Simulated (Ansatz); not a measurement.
## GeH₅O₃F: molecular dynamics (part 3 of 3)

The same run, continued: GeH₅O₃F; RHF/def2-SVP (Ansatz 0.2.0). It belongs to a series of runs on one base structure; here: dynamics from the highest image of the converged band.

Geometry of the input (Å):
```
Ge 0.1632  0.0739  -0.1605
F  -0.9144  0.6366  1.5157
O  1.6025  -0.1007  -1.1161
H  1.9287  -0.9847  -1.2017
O  -0.8482  1.1253  -1.0739
H  -1.5870  1.4702  -0.5931
O  -0.2370  -1.5601  0.2406
H  -0.9119  -1.6579  0.8971
H  1.1112  0.9564  1.0525
H  0.2976  0.9523  1.4785
```

### The program's output, continued
```
md step   199: t =    99.50 fs  T =  2029.6 K  F+E_penalty+E_count = -65357.68433386 eV  E_kin = 2.098769 eV  conserved = -65355.58556463 eV  (33 SCF iters)
these checks for a lower state are left out or cut short: starts, cluster_reference, orbital_swaps, neighbouring_geometries, increment
1163 factors; integrals over basis functions are off by at most 4.6e-4 eV
mean field -65357.65866299 eV, -2401.8496548528 hartree, gradient 5.2e-5 eV, S^2 0.000000; 0 other end points of the search recorded, 0 dependent functions left out
the calculation of the forces begins
reference -65357.65866299 eV, -2401.8496548528 hartree; 35, 35 occupied and 78, 78 virtual orbitals, 1163 factors
1163 factors; integrals over basis functions are off by at most 4.6e-4 eV
mean field evaluation 1536: about -65357.6587 eV, gradient 1.7e-5 eV
mean field -65357.65866299 eV, -2401.8496548528 hartree, gradient 5.2e-5 eV, S^2 0.000000; 1 other end points of the search recorded, 0 dependent functions left out
the calculation of the forces begins
reference -65357.65866299 eV, -2401.8496548528 hartree; 35, 35 occupied and 78, 78 virtual orbitals, 1163 factors
md step   200: t =   100.00 fs  T =  2004.8 K  F+E_penalty+E_count = -65357.65866299 eV  E_kin = 2.073160 eV  conserved = -65355.58550302 eV  (56 SCF iters)
```

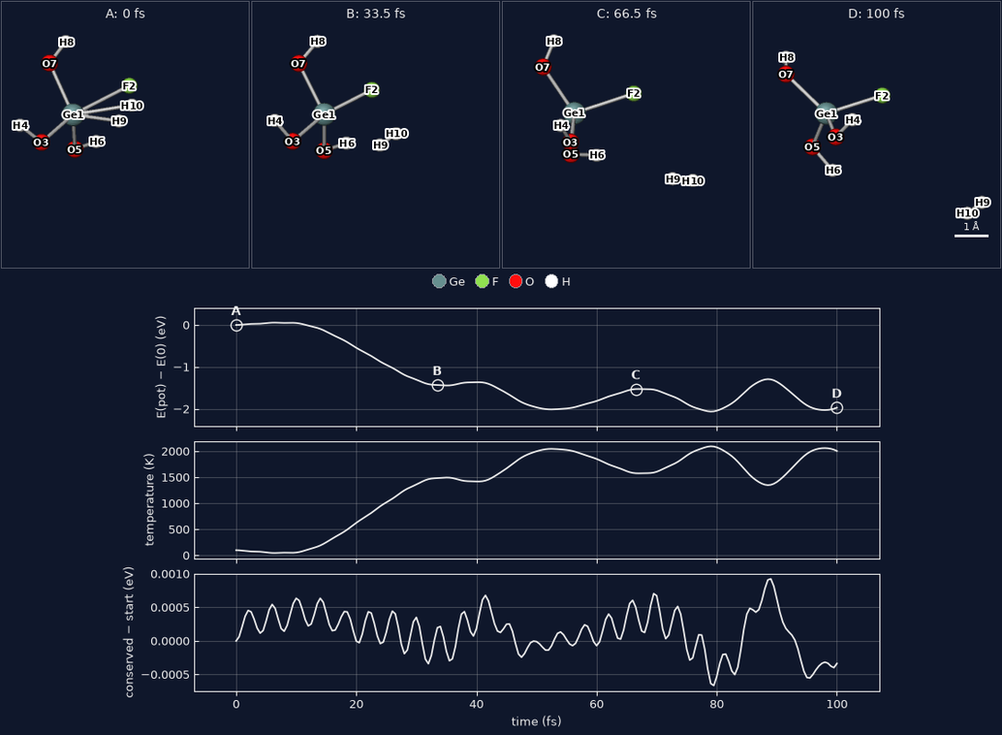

Frames of the molecular dynamics (ball-and-stick, seen at a tilt) above the curves, on which the letters mark them. The trajectory kept here has 201 frames over 100 fs. The temperature starts at 100 K, ranges from 46 to 2094 K and averages 1811 K over the second half. The potential energy ends 1.970 eV below its first value. The conserved quantity stays within 0.0016 eV. After an unweighted best fit of the last frame on the first, the root-mean-square displacement is 2.90 Å, and H10 has moved furthest (5.70 Å).

```
Total energy: -65357.65866299 eV, -2401.8496548528 hartree
Atom 0 at    -0.067816    -0.029692    -0.180816 Å, force     0.751368     0.980739     1.964202 eV/Å
Atom 1 at    -0.272244     0.726193     1.437971 Å, force    -0.797852    -1.203962    -1.680920 eV/Å
Atom 2 at     1.635954     0.390051    -0.167159 Å, force    -0.736914    -0.706330    -1.320044 eV/Å
Atom 3 at     2.080506     0.228854     0.648992 Å, force    -0.053600     0.040877     0.231039 eV/Å
Atom 4 at    -1.088684     0.680741    -1.379821 Å, force     0.633776     0.954232     0.493018 eV/Å
Atom 5 at    -0.982182     1.623289    -1.393544 Å, force    -0.320087     0.042994    -0.358612 eV/Å
Atom 6 at    -0.536474    -1.679171    -0.363400 Å, force     0.747794    -0.093234     0.717066 eV/Å
Atom 7 at    -1.431102    -1.902547    -0.167805 Å, force    -0.224353    -0.015269    -0.045822 eV/Å
Atom 8 at     6.598916     3.933494     2.657861 Å, force    -0.159264     0.043453     0.133269 eV/Å
Atom 9 at     7.156091     3.782609     2.192296 Å, force     0.159134    -0.043500    -0.133196 eV/Å
Dipole moment:    -0.138827     0.010128     0.044575 e Å
```

### Trajectory as extended XYZ (Å, eV, eV/Å), 10 of the 201 frames kept, from step=0 to step=200
```
10
Properties=species:S:1:pos:R:3:forces:R:3 step=0 time_fs=0.0 energy=-65355.68858 temperature=100.0
Ge    0.1632    0.0739   -0.1605    0.0002   0.0000  -0.0002
F    -0.9144    0.6366    1.5157   -0.0001  -0.0001  -0.0001
O     1.6025   -0.1007   -1.1161    0.0000  -0.0001   0.0000
H     1.9287   -0.9847   -1.2017    0.0000   0.0000   0.0000
O    -0.8482    1.1253   -1.0739   -0.0001   0.0000   0.0002
H    -1.5870    1.4702   -0.5931    0.0000   0.0000   0.0000
O    -0.2370   -1.5601    0.2406    0.0000   0.0001   0.0001
H    -0.9119   -1.6579    0.8971   -0.0001   0.0000   0.0000
H     1.1112    0.9564    1.0525    0.0000   0.0000   0.0000
H     0.2976    0.9523    1.4785    0.0001   0.0000   0.0000
10
Properties=species:S:1:pos:R:3:forces:R:3 step=22 time_fs=11.0 energy=-65355.66603 temperature=78.7
Ge    0.1658    0.0773   -0.1574   -1.9183   0.5792   0.1474
F    -0.9038    0.6199    1.5042   -0.2357  -0.3795  -0.5394
O     1.5821   -0.1131   -1.0986    0.9231  -0.6097  -0.2375
H     1.8783   -1.0230   -1.1277   -0.0569   0.6006  -0.0705
O    -0.8567    1.1421   -1.0840    0.1245  -0.4812   0.4919
H    -1.6762    1.3066   -0.6284    0.2582   0.1468  -0.1486
O    -0.2282   -1.5547    0.2365   -0.5678  -0.1135   0.3892
H    -0.9660   -1.5917    0.8436    0.4434  -0.1770  -0.2343
H     1.1276    0.9814    1.0348    0.7848   0.2519   0.0761
H     0.4071    0.9718    1.4474    0.2446   0.1825   0.1258
10
Properties=species:S:1:pos:R:3:forces:R:3 step=44 time_fs=22.0 energy=-65356.38659 temperature=775.4
Ge    0.1405    0.0876   -0.1494   -2.2183  -0.6511   1.6466
F    -0.8885    0.5821    1.4517    1.7041  -0.3859  -1.9004
O     1.6021   -0.1251   -1.0882   -0.6397   1.5381   0.8162
H     1.9301   -0.9989   -1.1198    0.2232  -0.8204   0.1359
O    -0.8458    1.1299   -1.0760    0.3174   0.1722  -0.7824
H    -1.6808    1.3223   -0.6840   -0.1348   0.1605   0.2846
O    -0.2302   -1.5575    0.2356    0.7513  -0.3000  -0.8116
H    -0.9259   -1.6856    0.8477   -0.4542   0.0650   0.5231
H     1.6025    1.1939    1.1538   -0.1959   0.0741   0.1270
H     0.9249    1.2126    1.5074    0.6469   0.1475  -0.0390
10
Properties=species:S:1:pos:R:3:forces:R:3 step=67 time_fs=33.5 energy=-65357.11918 temperature=1483.6
Ge    0.0805    0.0875   -0.1197    0.4501  -1.7100  -1.7431
F    -0.7792    0.5249    1.2981    0.6935   1.0412   1.4152
O     1.6016   -0.0856   -1.0193   -0.5127  -0.1246   1.3936
H     1.9244   -0.9899   -0.9443   -0.2276   0.8323  -0.0079
O    -0.8325    1.1329   -1.1114   -0.5546   0.5724  -0.4191
H    -1.5675    1.4835   -0.6186    0.1607   0.0248  -0.3794
O    -0.2180   -1.5901    0.2105   -0.3994  -0.4971   0.2559
H    -0.8333   -1.6812    0.9384    0.4042  -0.1626  -0.5550
H     2.3701    1.5230    1.2380    0.3814  -0.1001  -0.3753
H     1.8224    1.6392    1.7113   -0.3958   0.1236   0.4150
10
Properties=species:S:1:pos:R:3:forces:R:3 step=89 time_fs=44.5 energy=-65357.27041 temperature=1629.9
Ge    0.0273    0.0597   -0.1232   -0.1977  -1.5464  -4.7866
F    -0.6418    0.5385    1.2551   -1.1436   2.1286   4.9321
O     1.5572   -0.0059   -0.8634    0.9264   0.5482   0.2680
H     1.9550   -0.8476   -0.7194    0.3327  -0.2419  -0.0365
O    -0.8388    1.1625   -1.1833    0.3949  -0.7089   0.0703
H    -1.4641    1.7341   -0.7655   -0.0905  -0.1083   0.0672
O    -0.2057   -1.6512    0.1686    0.0754   0.0316  -0.6760
H    -0.7246   -1.8602    0.9244   -0.2824  -0.0946   0.1680
H     3.0577    1.8356    1.3147   -0.2911   0.2132   0.5429
H     2.7448    2.0944    1.9628    0.2757  -0.2217  -0.5493
10
Properties=species:S:1:pos:R:3:forces:R:3 step=111 time_fs=55.5 energy=-65357.66970 temperature=2015.8
Ge   -0.0323    0.0116   -0.1841   -1.4602   0.8464   2.4683
F    -0.5473    0.6542    1.4395    0.9371  -0.8087  -2.2270
O     1.5836    0.0969   -0.6815    0.9493   0.5425  -0.2150
H     2.1479   -0.6467   -0.5537   -0.0068  -0.1978   0.1430
O    -0.8273    1.1493   -1.2504    0.1482  -1.1312   0.2073
H    -1.3930    1.8187   -0.8962   -0.0534  -0.1640   0.2641
O    -0.2023   -1.7133    0.0967   -0.3355   0.6656  -0.6316
H    -0.7281   -2.0544    0.8044   -0.1685   0.2546   0.0004
H     3.6728    2.1778    1.4754   -0.0533  -0.2442  -0.4751
H     3.7218    2.5128    2.1267    0.0432   0.2370   0.4658
10
Properties=species:S:1:pos:R:3:forces:R:3 step=133 time_fs=66.5 energy=-65357.21586 temperature=1577.4
Ge   -0.1045   -0.0253   -0.2144    4.2717   1.7818   3.8442
F    -0.4112    0.7329    1.5214    0.1356  -1.7191  -3.7013
O     1.6648    0.2226   -0.5096   -1.6907  -0.8485   0.3408
H     2.2419   -0.5059   -0.2764   -0.5778   0.5105  -0.0903
O    -0.8157    1.0679   -1.3027   -1.2652   0.1059   0.1298
H    -1.3459    1.7081   -0.8363    0.0485   0.0214  -0.3888
O    -0.2279   -1.7351   -0.0135   -1.2611   0.1930   0.2422
H    -0.8703   -2.0201    0.6353    0.3468  -0.0405  -0.3710
H     4.2737    2.5489    1.6918    0.3627   0.3005   0.4633
H     4.7010    2.8939    2.2246   -0.3704  -0.3049  -0.4688
10
Properties=species:S:1:pos:R:3:forces:R:3 step=156 time_fs=78.0 energy=-65357.72821 temperature=2072.3
Ge   -0.1171   -0.0326   -0.1847    3.1610   1.9495   1.1480
F    -0.2623    0.7106    1.3852   -1.1605  -0.6878  -0.5514
O     1.6140    0.3254   -0.3219   -1.4125  -0.3444  -0.8859
H     2.1560   -0.3183    0.0821    0.5674  -0.4535   0.2974
O    -0.8805    0.9690   -1.3539   -0.5791  -0.6053  -0.0027
H    -1.3557    1.7172   -1.0313   -0.0507   0.1881   0.0546
O    -0.3218   -1.7342   -0.1374   -0.0532   0.1971  -0.3431
H    -0.9971   -2.1265    0.3795   -0.4705  -0.2430   0.2845
H     4.9713    3.0021    2.0174   -0.3090  -0.1000  -0.0955
H     5.6464    3.2220    2.2209    0.3072   0.0992   0.0942
10
Properties=species:S:1:pos:R:3:forces:R:3 step=178 time_fs=89.0 energy=-65356.98517 temperature=1354.8
Ge   -0.0833   -0.0182   -0.1486   -2.0629  -2.7656  -6.2955
F    -0.1964    0.6674    1.2622   -2.7221   2.6265   7.0118
O     1.5252    0.3690   -0.1879    4.3590  -0.4554  -1.3246
H     2.1504   -0.0639    0.3921   -0.5365   0.3480  -0.4970
O    -0.9934    0.8450   -1.3926    0.2147  -0.5437   0.8089
H    -1.2749    1.7453   -1.2705    0.3316  -0.3590   0.1502
O    -0.4438   -1.7274   -0.2567    0.0410   0.4200   0.3521
H    -1.1788   -2.2179    0.1054    0.3754   0.7292  -0.2058
H     5.7221    3.4629    2.3501    0.4703   0.0288  -0.0998
H     6.4644    3.5072    2.1943   -0.4706  -0.0288   0.0997
10
Properties=species:S:1:pos:R:3:forces:R:3 step=200 time_fs=100.0 energy=-65357.65866 temperature=2004.8
Ge   -0.0678   -0.0297   -0.1808    0.7514   0.9807   1.9642
F    -0.2722    0.7262    1.4380   -0.7979  -1.2040  -1.6809
O     1.6360    0.3901   -0.1672   -0.7369  -0.7063  -1.3200
H     2.0805    0.2289    0.6490   -0.0536   0.0409   0.2310
O    -1.0887    0.6807   -1.3798    0.6338   0.9542   0.4930
H    -0.9822    1.6233   -1.3935   -0.3201   0.0430  -0.3586
O    -0.5365   -1.6792   -0.3634    0.7478  -0.0932   0.7171
H    -1.4311   -1.9025   -0.1678   -0.2244  -0.0153  -0.0458
H     6.5989    3.9335    2.6579   -0.1593   0.0435   0.1333
H     7.1561    3.7826    2.1923    0.1591  -0.0435  -0.1332
```

### Results in brief

```tsv
quantity	value
outcome	finished
mean temperature over the second half	1811 K
trajectory	200 steps, 100 fs
ensemble	nve
temperature in the input	100.0 K
time step	0.5 fs
potential energy (last step)	−65357.6587 eV
mean-field energy (last step)	−65357.6587 eV
largest force (length of the vector) (last step)	2.320 eV/Å
wall time	5.8 min (CPU time 11 min)
peak memory	0.25 GiB
```

So short a trajectory is not equilibrated.
